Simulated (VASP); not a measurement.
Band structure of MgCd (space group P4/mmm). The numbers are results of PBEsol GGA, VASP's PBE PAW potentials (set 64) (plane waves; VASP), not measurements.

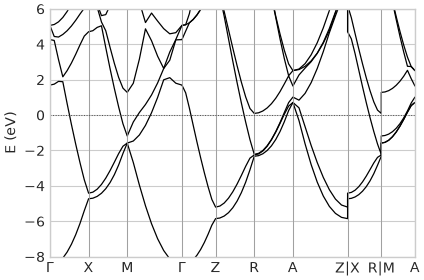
*Bands along high-symmetry lines, zero at the valence-band maximum or, without a gap, the Fermi level*

**Question.** Read the plot: is there a gap, and where are the band edges?

**Answer.** It has no gap at this level: it comes out as a metal or semimetal. (Edges off the drawn lines would not show.)

The structure comes from a computed database's MgCd entry (P4/mmm); how it stands against other phases isn't given here. It was relaxed first.
